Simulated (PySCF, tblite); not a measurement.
# C₄H₃F: dynamics, then NMR shifts and electronic excitations on frames

How do NMR shifts and electronic excitations of C₄H₃F (`C=C1C=C1F`) change as the atoms move?

Computed with tblite 0.8.0 and PySCF 2.14.0, with density-fitted response routines of our own, on a single molecule in the gas phase. Atoms are numbered from 0 throughout.

**1. The starting structure**

8 atoms, charge 0, multiplicity 1; geometry from: GFN2-xTB.

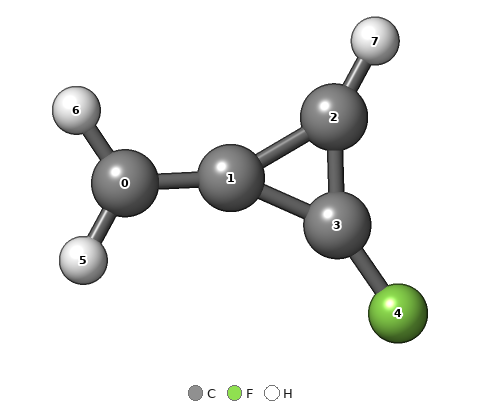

The starting geometry (carbon grey, fluorine green, hydrogen white), atoms numbered.

**2. Dynamics with GFN2-xTB**

Job settings and geometry (Å):

```
{"job": {"kind": "md", "xc": "GFN2-xTB", "basis": "xTB", "temperature": 300, "steps": 2000, "every": 50, "frames": 5}, "charge": 0, "multiplicity": 1}
C      1.482832    -0.040823     0.055930
C      0.175517     0.009002     0.009690
C     -1.116430     0.694691     0.201048
C     -1.123563    -0.540225    -0.262340
F     -1.846182    -1.555413    -0.681559
H      2.022227    -0.920546    -0.247307
H      2.062090     0.797405     0.399778
H     -1.647434     1.565321     0.500195
```

Level: GFN2-xTB Langevin dynamics, gas phase.

On the command line:

```
$ OMP_NUM_THREADS=1 python probes_run.py task.json out
```

One launch serves the whole session: the jobs run in the order shown.

The log of the run:

```text
t/fs     T/K      E/eV
    0.0   234.1   -399.52954
   25.0   140.9   -399.41221
   50.0   222.0   -399.35997
   75.0   238.4   -399.39629
  100.0   183.4   -399.23795
  125.0   154.8   -399.27980
  150.0   217.8   -399.26186
  175.0   174.9   -399.18489
  200.0   215.8   -399.22240
  225.0   282.3   -399.21712
  250.0   434.8   -399.41303
  275.0   241.2   -399.33979
  300.0   282.4   -399.38199
  325.0   217.3   -399.36127
  350.0   224.8   -399.29614
  375.0   370.3   -399.28560
  400.0   368.7   -399.29057
  425.0   268.7   -399.24499
  450.0   441.9   -399.38257
  475.0   278.2   -399.29872
  500.0   184.4   -399.22019
  525.0   238.5   -399.20298
  550.0   349.5   -399.29316
  575.0   311.5   -399.12254
  600.0   471.1   -399.18561
  625.0   326.1   -399.29652
  650.0   276.4   -399.22603
  675.0   391.8   -399.28543
  700.0   458.3   -399.25526
  725.0   361.3   -399.21812
  750.0   403.4   -399.24350
  775.0   246.9   -399.33104
  800.0   257.8   -399.34247
  825.0   171.9   -399.25795
  850.0   250.3   -399.30333
  875.0   236.1   -399.29135
  900.0   171.0   -399.23066
  925.0   358.7   -399.30780
  950.0   223.1   -399.28983
  975.0   161.4   -399.27775
 1000.0   267.2   -399.33146
```

Wall time 8.1 s (1 thread of Intel Xeon Platinum 8375C at 2.90GHz, shared host); peak memory 0.19 GiB.

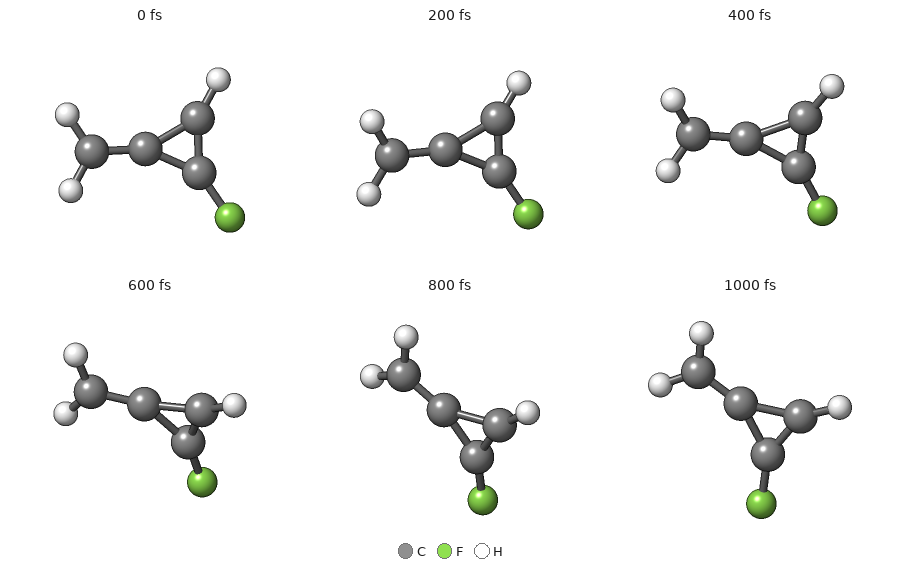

Frames of the run.

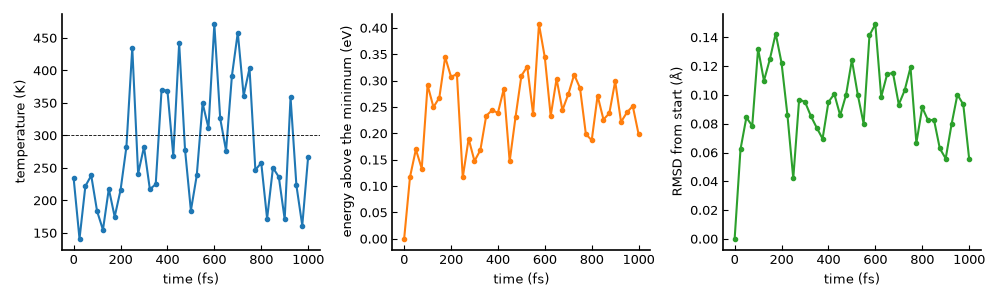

Temperature, potential energy and distance from the start.

Positions (Å) and forces (eV/Å) at 1000 fs:

```xyz
8

C    -0.010    0.475    0.106   -0.514   -0.296   -0.219
C    -1.017   -0.230   -0.270   -2.088   -1.700   -0.430
C    -2.401   -0.416   -0.759    0.288   -0.452   -0.415
C    -1.712   -1.505   -0.430    0.241    0.902    0.004
F    -1.635   -2.818   -0.312   -0.179    0.309   -0.071
H     0.836    0.028    0.457    1.990   -1.002    0.867
H    -0.027    1.492    0.043    0.010    2.382   -0.182
H    -3.243   -0.005   -1.292    0.252   -0.143    0.447
```

**3. Shielding tensors: 250 fs, PBE0/pcSseg-1**

Job settings and geometry (Å):

```
{"job": {"kind": "nmr", "xc": "PBE0", "basis": "pcSseg-1", "pop": false}, "charge": 0, "multiplicity": 1}
C      1.278800    -0.273900    -0.376700
C     -0.006200    -0.268400    -0.234400
C     -1.264500     0.432900    -0.015800
C     -1.286200    -0.892800    -0.128400
F     -1.938300    -1.996100    -0.119400
H      1.868200    -1.185400    -0.518000
H      1.853500     0.672900    -0.432900
H     -1.760100     1.298900     0.199800
```

With the program's defaults for keys left out, this is: GIAO PBE0/pcSseg-1 NMR shielding, non-relativistic, gas phase.

The log of the run:

```text
coarse grid: 7296 points
cycle   1  E = -253.5228986107  dE =  1.055e+00  |g| = 5.169e-01  |ddm| = 2.764e+00
cycle   2  E = -253.4677823738  dE =  5.512e-02  |g| = 7.150e-01  |ddm| = 1.079e+00
cycle   3  E = -253.5817421605  dE = -1.140e-01  |g| = 8.717e-02  |ddm| = 6.758e-01
cycle   4  E = -253.5833464814  dE = -1.604e-03  |g| = 3.794e-02  |ddm| = 1.288e-01
cycle   5  E = -253.5836534238  dE = -3.069e-04  |g| = 1.274e-02  |ddm| = 4.288e-02
cycle   6  E = -253.5836876017  dE = -3.418e-05  |g| = 4.205e-03  |ddm| = 1.530e-02
cycle   7  E = -253.5836917558  dE = -4.154e-06  |g| = 1.117e-03  |ddm| = 4.426e-03
final grid: 72552 points
cycle   8  E = -253.6203110478  dE = -1.655e-05  |g| = 5.247e-03  |ddm| = 2.518e-02
cycle   9  E = -253.6203061466  dE =  4.901e-06  |g| = 7.350e-03  |ddm| = 1.052e-02
cycle  10  E = -253.6203175235  dE = -1.138e-05  |g| = 1.175e-03  |ddm| = 6.384e-03
cycle  11  E = -253.6203177927  dE = -2.692e-07  |g| = 2.163e-04  |ddm| = 1.241e-03
cycle  12  E = -253.6203178028  dE = -1.009e-08  |g| = 8.165e-05  |ddm| = 2.662e-04
cycle  13  E = -253.6203178043  dE = -1.565e-09  |g| = 1.641e-05  |ddm| = 8.297e-05
cycle  14  E = -253.6203178044  dE = -5.957e-11  |g| = 4.756e-06  |ddm| = 1.994e-05
converged SCF energy = -253.6203178044

GIAO shielding tensors (ppm)
atom      isotropic    diamagn.    paramagn.     s11        s22        s33       span
  0 C      123.886     255.576    -131.690     57.197    136.576    177.884    120.687
  1 C       64.242     255.259    -191.018    -53.957     66.465    180.217    234.174
  2 C       82.613     252.345    -169.732    -14.034     85.946    175.927    189.961
  3 C       20.409     253.830    -233.420    -78.530     52.419     87.339    165.869
  4 F      290.801     468.802    -178.000    109.948    239.282    523.173    413.224
  5 H       27.490      28.970      -1.480     24.701     26.689     31.081      6.380
  6 H       27.410      29.384      -1.974     24.427     26.447     31.358      6.931
  7 H       26.762      33.159      -6.397     24.814     26.176     29.296      4.483
```

Run time: 5.9 s. Hardware: 1 thread of Intel Xeon Platinum 8375C at 2.90GHz, shared host; peak memory 0.45 GiB.

Shifts follow as δ = σ(reference) − σ, with reference shieldings (ppm) from runs at the same level and on the same kind of geometry: ¹H TMS 31.72, ¹³C TMS 186.9, ¹⁹F CFCl3 170.9. The references are single molecules in the gas phase, so shifts against H2O, NH3, PH3, H3PO4 or CFCl3 are not on the usual liquid scales and can be off by tens of ppm. Each atom is listed at this fixed geometry, with no averaging over motion; a spectrum would average atoms that exchange fast.

```csv
atoms,environment,σ (ppm),δ (ppm)
C3,fully substituted alkene carbon,20.4,166.5
C1,fully substituted alkene carbon,64.2,122.7
C2,alkene CH,82.6,104.3
C0,terminal =CH2 carbon,123.9,63.0
H7,hydrogen on an alkene CH,26.76,4.95
H6,hydrogen on a terminal =CH2 carbon,27.41,4.31
H5,hydrogen on a terminal =CH2 carbon,27.49,4.23
F4,vinylic fluorine,290.8,-119.9
```

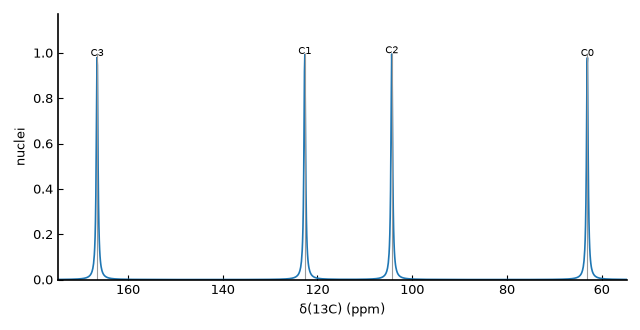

¹³C lines at the computed shifts, without couplings. Lines are broadened to a width of 0.41 ppm (Lorentzian).

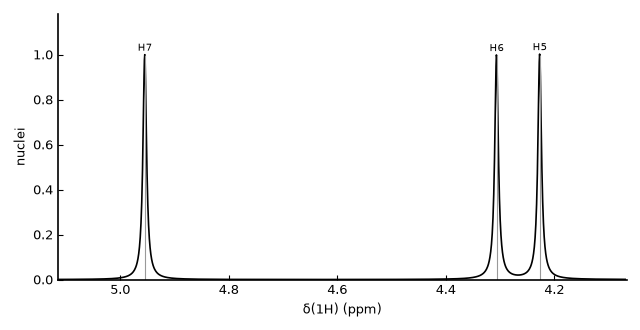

¹H lines at the computed shifts, without couplings. Lines are broadened to a width of 0.01 ppm (Lorentzian).

Ring of atoms C1, C2, C3: NICS(0) -27.3, NICS(1) -6.2, NICS(1)zz -7.7 ppm (means of both faces).

**4. TDDFT and polarisability: 250 fs, PBE0/def2-SVPD**

The job, as its differences from that of step 3:

```diff
@@ -1,2 +1,2 @@
-{"job": {"kind": "nmr", "xc": "PBE0", "basis": "pcSseg-1", "pop": false}, "charge": 0, "multiplicity": 1}
+{"job": {"kind": "uv", "xc": "PBE0", "basis": "def2-SVPD", "nstates": 5, "ntriplets": 0}, "charge": 0, "multiplicity": 1}
 C      1.278800    -0.273900    -0.376700
```

With the program's defaults for keys left out, this is: TDDFT PBE0/def2-SVPD, vertical, gas phase, core orbitals frozen in the response.

The log of the run:

```text
coarse grid: 7296 points
cycle   1  E = -253.3773005709  dE =  1.016e+00  |g| = 4.936e-01  |ddm| = 4.870e+00
cycle   2  E = -253.3213423006  dE =  5.596e-02  |g| = 6.903e-01  |ddm| = 1.539e+00
cycle   3  E = -253.4339068069  dE = -1.126e-01  |g| = 8.172e-02  |ddm| = 9.239e-01
cycle   4  E = -253.4353016891  dE = -1.395e-03  |g| = 3.972e-02  |ddm| = 1.817e-01
cycle   5  E = -253.4356560605  dE = -3.544e-04  |g| = 1.222e-02  |ddm| = 6.597e-02
cycle   6  E = -253.4356885164  dE = -3.246e-05  |g| = 4.159e-03  |ddm| = 2.190e-02
cycle   7  E = -253.4356927682  dE = -4.252e-06  |g| = 1.002e-03  |ddm| = 6.173e-03
final grid: 72552 points
cycle   8  E = -253.4725117603  dE = -1.353e-05  |g| = 5.147e-03  |ddm| = 6.825e-02
cycle   9  E = -253.4725064425  dE =  5.318e-06  |g| = 7.322e-03  |ddm| = 1.702e-02
cycle  10  E = -253.4725180620  dE = -1.162e-05  |g| = 1.056e-03  |ddm| = 8.566e-03
cycle  11  E = -253.4725183018  dE = -2.397e-07  |g| = 2.009e-04  |ddm| = 1.458e-03
cycle  12  E = -253.4725183109  dE = -9.134e-09  |g| = 6.400e-05  |ddm| = 3.984e-04
cycle  13  E = -253.4725183119  dE = -1.014e-09  |g| = 1.490e-05  |ddm| = 1.231e-04
cycle  14  E = -253.4725183120  dE = -4.798e-11  |g| = 4.950e-06  |ddm| = 2.727e-05
converged SCF energy = -253.4725183120

Static polarisability (au): isotropic 46.448, principal 30.863 45.206 63.275

Singlet excitations
state   eV       nm        f      main configurations
  1   4.8020    258.2   0.02912   H->L 0.97
  2   5.5250    224.4   0.00040   H->L+1 0.98
  3   6.7094    184.8   0.00916   H->L+2 0.41, H->L+3 0.28, H->L+4 0.23
  4   6.7508    183.7   0.02215   H->L+2 0.55, H->L+4 0.29, H->L+3 0.14
  5   6.8851    180.1   0.00189   H-1->L 0.90
```

It took 9.2 s on 1 thread of Intel Xeon Platinum 8375C at 2.90GHz, shared host; peak memory 0.55 GiB.

The orbitals next to the gap, with their largest atomic shares:

```csv
orbital,eV,atoms
HOMO−3,-10.79,"C1 26 %, C2 25 %, C3 21 %"
HOMO−2,-10.69,"C2 28 %, C3 19 %, F4 17 %"
HOMO−1,-9.05,"C1 23 %, C0 19 %, C3 16 %"
HOMO,-6.30,"C0 39 %, C1 25 %, C2 15 %"
LUMO,-0.40,"C2 39 %, C3 31 %, H7 10 %"
LUMO+1,0.50,"C3 39 %, C2 18 %, F4 17 %"
LUMO+2,1.53,"H7 42 %, C2 34 %, F4 12 %"
```

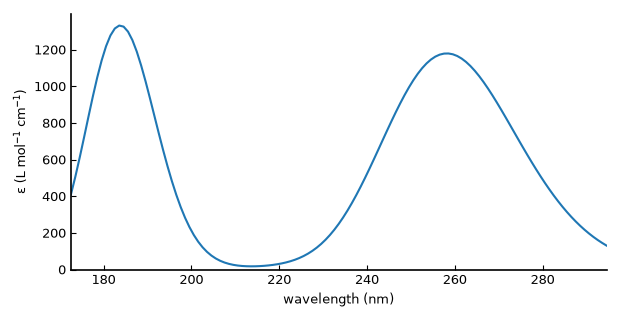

Absorption spectrum: each of the 5 states is a Gaussian band of 0.4 eV half-width at 1/e. Beyond the last state computed it falls off for lack of states.

Further results of this job:

```csv
property,computed
dipole moment (D),1.51
polarisability (Å³),6.88
HOMO–LUMO gap (eV),5.90
−ε(HOMO) (eV),6.30
```

**5. Nuclear shieldings: 425 fs, PBE0/pcSseg-1**

Job settings and geometry (Å):

```
{"job": {"kind": "nmr", "xc": "PBE0", "basis": "pcSseg-1", "pop": false}, "charge": 0, "multiplicity": 1}
C      1.241100    -0.279600    -0.338500
C     -0.104500    -0.390800    -0.512500
C     -1.450600     0.227600    -0.681100
C     -1.373500    -1.061700    -0.524700
F     -1.948200    -2.191800    -0.649600
H      1.799600    -1.154000     0.054000
H      1.811900     0.622100    -0.354400
H     -1.998500     1.127700    -0.723400
```

Method: GIAO PBE0/pcSseg-1 NMR shielding, non-relativistic, gas phase.

The log of the run:

```text
coarse grid: 7296 points
cycle   1  E = -253.5253539879  dE =  9.699e-01  |g| = 4.928e-01  |ddm| = 2.722e+00
cycle   2  E = -253.4666324406  dE =  5.872e-02  |g| = 7.036e-01  |ddm| = 1.038e+00
cycle   3  E = -253.5787467035  dE = -1.121e-01  |g| = 9.232e-02  |ddm| = 6.676e-01
cycle   4  E = -253.5806735837  dE = -1.927e-03  |g| = 3.424e-02  |ddm| = 1.157e-01
cycle   5  E = -253.5809406420  dE = -2.671e-04  |g| = 1.042e-02  |ddm| = 3.177e-02
cycle   6  E = -253.5809646595  dE = -2.402e-05  |g| = 2.791e-03  |ddm| = 1.071e-02
cycle   7  E = -253.5809659473  dE = -1.288e-06  |g| = 1.194e-03  |ddm| = 3.101e-03
final grid: 72552 points
cycle   8  E = -253.6171332650  dE = -1.718e-05  |g| = 4.586e-03  |ddm| = 2.436e-02
cycle   9  E = -253.6171319643  dE =  1.301e-06  |g| = 5.188e-03  |ddm| = 9.355e-03
cycle  10  E = -253.6171386739  dE = -6.710e-06  |g| = 1.029e-03  |ddm| = 5.241e-03
cycle  11  E = -253.6171389122  dE = -2.383e-07  |g| = 1.447e-04  |ddm| = 8.505e-04
cycle  12  E = -253.6171389153  dE = -3.151e-09  |g| = 9.453e-05  |ddm| = 2.277e-04
cycle  13  E = -253.6171389170  dE = -1.699e-09  |g| = 9.480e-06  |ddm| = 7.904e-05
cycle  14  E = -253.6171389170  dE = -1.023e-11  |g| = 7.070e-06  |ddm| = 1.650e-05
converged SCF energy = -253.6171389170

GIAO shielding tensors (ppm)
atom      isotropic    diamagn.    paramagn.     s11        s22        s33       span
  0 C      116.934     255.458    -138.524     45.671    125.983    179.149    133.477
  1 C       53.861     254.202    -200.341    -68.023     43.789    185.817    253.840
  2 C       76.464     254.896    -178.432    -12.337     66.485    175.245    187.582
  3 C       25.539     255.160    -229.620    -63.012     51.629     88.002    151.013
  4 F      287.202     468.126    -180.924    111.621    248.933    501.053    389.432
  5 H       27.133      28.876      -1.743     24.261     26.149     30.988      6.727
  6 H       27.634      30.972      -3.338     25.410     26.422     31.072      5.662
  7 H       25.564      31.868      -6.304     24.162     25.135     27.396      3.235
```

Run time: 7.1 s. Hardware: 1 thread of Intel Xeon Platinum 8375C at 2.90GHz, shared host; peak memory 0.46 GiB.

In short: δ C3 161.4, C1 133.1, C2 110.5, C0 70.0, H7 6.15, H5 4.58 ppm.

**6. Excited states and response: 425 fs, PBE0/def2-SVPD**

The job, as its differences from that of step 5:

```diff
@@ -1,2 +1,2 @@
-{"job": {"kind": "nmr", "xc": "PBE0", "basis": "pcSseg-1", "pop": false}, "charge": 0, "multiplicity": 1}
+{"job": {"kind": "uv", "xc": "PBE0", "basis": "def2-SVPD", "nstates": 5, "ntriplets": 0}, "charge": 0, "multiplicity": 1}
 C      1.241100    -0.279600    -0.338500
```

Level: TDDFT PBE0/def2-SVPD, vertical, gas phase, core orbitals frozen in the response.

The log of the run:

```text
coarse grid: 7296 points
cycle   1  E = -253.3805754654  dE =  9.304e-01  |g| = 4.689e-01  |ddm| = 4.499e+00
cycle   2  E = -253.3218417102  dE =  5.873e-02  |g| = 6.763e-01  |ddm| = 1.488e+00
cycle   3  E = -253.4318443011  dE = -1.100e-01  |g| = 8.476e-02  |ddm| = 9.049e-01
cycle   4  E = -253.4334975056  dE = -1.653e-03  |g| = 3.425e-02  |ddm| = 1.771e-01
cycle   5  E = -253.4337770657  dE = -2.796e-04  |g| = 9.394e-03  |ddm| = 5.198e-02
cycle   6  E = -253.4337972575  dE = -2.019e-05  |g| = 2.328e-03  |ddm| = 1.594e-02
cycle   7  E = -253.4337982136  dE = -9.561e-07  |g| = 9.318e-04  |ddm| = 3.326e-03
final grid: 72552 points
cycle   8  E = -253.4700614575  dE = -1.525e-05  |g| = 4.300e-03  |ddm| = 6.068e-02
cycle   9  E = -253.4700606057  dE =  8.518e-07  |g| = 4.782e-03  |ddm| = 1.600e-02
cycle  10  E = -253.4700664576  dE = -5.852e-06  |g| = 8.787e-04  |ddm| = 7.649e-03
cycle  11  E = -253.4700666234  dE = -1.659e-07  |g| = 8.347e-05  |ddm| = 1.241e-03
cycle  12  E = -253.4700666237  dE = -2.830e-10  |g| = 8.291e-05  |ddm| = 2.464e-04
cycle  13  E = -253.4700666253  dE = -1.571e-09  |g| = 5.619e-06  |ddm| = 9.575e-05
cycle  14  E = -253.4700666253  dE = -3.070e-12  |g| = 5.147e-06  |ddm| = 1.667e-05
converged SCF energy = -253.4700666253

Static polarisability (au): isotropic 47.970, principal 31.679 45.120 67.111

Singlet excitations
state   eV       nm        f      main configurations
  1   4.5044    275.3   0.01915   H->L 0.96
  2   5.5802    222.2   0.03140   H->L+1 0.90
  3   6.5911    188.1   0.01275   H->L+3 0.86
  4   6.6287    187.0   0.09514   H->L+4 0.59, H->L+2 0.35
  5   6.8526    180.9   0.01791   H-1->L 0.90
```

It took 8.9 s on 1 thread of Intel Xeon Platinum 8375C at 2.90GHz, shared host; peak memory 0.55 GiB.

This run: HOMO -6.19 eV, LUMO -0.51 eV; lowest singlet 4.50 eV.

**7. NMR shieldings: 625 fs, PBE0/pcSseg-1**

Job settings and geometry (Å):

```
{"job": {"kind": "nmr", "xc": "PBE0", "basis": "pcSseg-1", "pop": false}, "charge": 0, "multiplicity": 1}
C      0.782200     0.056100    -0.308000
C     -0.357000    -0.273200    -0.866800
C     -1.568100    -0.185600    -1.727300
C     -1.367100    -1.267100    -1.026500
F     -1.828200    -2.399500    -0.574100
H      1.182800    -0.513400     0.459800
H      1.253600     1.008200    -0.632300
H     -2.157100     0.365100    -2.319900
```

With the program's defaults for keys left out, this is: GIAO PBE0/pcSseg-1 NMR shielding, non-relativistic, gas phase.

The log of the run:

```text
coarse grid: 7296 points
cycle   1  E = -253.5217204288  dE =  1.038e+00  |g| = 5.036e-01  |ddm| = 2.751e+00
cycle   2  E = -253.4743096028  dE =  4.741e-02  |g| = 6.846e-01  |ddm| = 1.016e+00
cycle   3  E = -253.5766771716  dE = -1.024e-01  |g| = 8.353e-02  |ddm| = 6.345e-01
cycle   4  E = -253.5781981388  dE = -1.521e-03  |g| = 3.000e-02  |ddm| = 1.032e-01
cycle   5  E = -253.5783980629  dE = -1.999e-04  |g| = 1.034e-02  |ddm| = 2.992e-02
cycle   6  E = -253.5784214254  dE = -2.336e-05  |g| = 2.651e-03  |ddm| = 1.088e-02
cycle   7  E = -253.5784225451  dE = -1.120e-06  |g| = 1.158e-03  |ddm| = 3.196e-03
final grid: 72552 points
cycle   8  E = -253.6149722559  dE = -1.763e-05  |g| = 4.783e-03  |ddm| = 2.490e-02
cycle   9  E = -253.6149701442  dE =  2.112e-06  |g| = 5.742e-03  |ddm| = 9.935e-03
cycle  10  E = -253.6149780313  dE = -7.887e-06  |g| = 1.066e-03  |ddm| = 5.614e-03
cycle  11  E = -253.6149782763  dE = -2.450e-07  |g| = 1.672e-04  |ddm| = 8.770e-04
cycle  12  E = -253.6149782808  dE = -4.486e-09  |g| = 1.023e-04  |ddm| = 2.391e-04
cycle  13  E = -253.6149782827  dE = -1.974e-09  |g| = 1.232e-05  |ddm| = 8.784e-05
cycle  14  E = -253.6149782828  dE = -2.717e-11  |g| = 6.278e-06  |ddm| = 1.982e-05
converged SCF energy = -253.6149782828

GIAO shielding tensors (ppm)
atom      isotropic    diamagn.    paramagn.     s11        s22        s33       span
  0 C      122.931     255.621    -132.690     44.702    141.446    182.646    137.944
  1 C       59.479     252.846    -193.367    -61.521     54.982    184.976    246.497
  2 C       84.211     256.136    -171.925    -10.274     89.506    173.400    183.674
  3 C       17.708     254.000    -236.292    -74.100     45.130     82.095    156.195
  4 F      287.299     469.916    -182.617     95.408    252.699    513.791    418.384
  5 H       28.058      32.014      -3.956     25.722     27.236     31.216      5.494
  6 H       27.259      28.803      -1.545     24.230     25.666     31.879      7.650
  7 H       27.213      34.766      -7.553     25.487     26.527     29.625      4.138
```

Wall time 7.6 s (1 thread of Intel Xeon Platinum 8375C at 2.90GHz, shared host); peak memory 0.47 GiB.

Key values: δ C3 169.2, C1 127.4, C2 102.7, C0 64.0, H7 4.50, H6 4.46 ppm.

**8. Ultraviolet spectrum: 625 fs, PBE0/def2-SVPD**

The job, as its differences from that of step 7:

```diff
@@ -1,2 +1,2 @@
-{"job": {"kind": "nmr", "xc": "PBE0", "basis": "pcSseg-1", "pop": false}, "charge": 0, "multiplicity": 1}
+{"job": {"kind": "uv", "xc": "PBE0", "basis": "def2-SVPD", "nstates": 5, "ntriplets": 0}, "charge": 0, "multiplicity": 1}
 C      0.782200     0.056100    -0.308000
```

Level: TDDFT PBE0/def2-SVPD, vertical, gas phase, core orbitals frozen in the response.

The log of the run:

```text
coarse grid: 7296 points
cycle   1  E = -253.3755830705  dE =  9.984e-01  |g| = 4.791e-01  |ddm| = 4.794e+00
cycle   2  E = -253.3282384137  dE =  4.734e-02  |g| = 6.551e-01  |ddm| = 1.431e+00
cycle   3  E = -253.4283491020  dE = -1.001e-01  |g| = 7.615e-02  |ddm| = 8.445e-01
cycle   4  E = -253.4296489952  dE = -1.300e-03  |g| = 2.962e-02  |ddm| = 1.626e-01
cycle   5  E = -253.4298571233  dE = -2.081e-04  |g| = 9.253e-03  |ddm| = 5.016e-02
cycle   6  E = -253.4298767910  dE = -1.967e-05  |g| = 2.144e-03  |ddm| = 1.608e-02
cycle   7  E = -253.4298775602  dE = -7.692e-07  |g| = 8.857e-04  |ddm| = 3.291e-03
final grid: 72552 points
cycle   8  E = -253.4664740097  dE = -1.510e-05  |g| = 4.417e-03  |ddm| = 5.767e-02
cycle   9  E = -253.4664726158  dE =  1.394e-06  |g| = 5.178e-03  |ddm| = 1.607e-02
cycle  10  E = -253.4664791694  dE = -6.554e-06  |g| = 9.461e-04  |ddm| = 7.812e-03
cycle  11  E = -253.4664793603  dE = -1.909e-07  |g| = 1.085e-04  |ddm| = 1.416e-03
cycle  12  E = -253.4664793616  dE = -1.322e-09  |g| = 8.702e-05  |ddm| = 2.464e-04
cycle  13  E = -253.4664793632  dE = -1.652e-09  |g| = 9.373e-06  |ddm| = 1.028e-04
cycle  14  E = -253.4664793633  dE = -1.393e-11  |g| = 6.046e-06  |ddm| = 2.277e-05
converged SCF energy = -253.4664793633

Static polarisability (au): isotropic 46.058, principal 30.822 44.394 62.958

Singlet excitations
state   eV       nm        f      main configurations
  1   4.9273    251.6   0.02823   H->L 0.96
  2   5.6132    220.9   0.01389   H->L+1 0.96
  3   6.8209    181.8   0.01355   H->L+2 0.48, H->L+3 0.28, H-1->L 0.21
  4   6.8476    181.1   0.02638   H->L+4 0.72, H-1->L 0.15
  5   6.9198    179.2   0.00636   H-1->L 0.59, H->L+4 0.22, H->L+3 0.12
```

Run time: 9.6 s. Hardware: 1 thread of Intel Xeon Platinum 8375C at 2.90GHz, shared host; peak memory 0.56 GiB.

Key values: HOMO -6.39 eV, LUMO -0.36 eV; lowest singlet 4.93 eV.

(Part 1 of 2 ends here.)
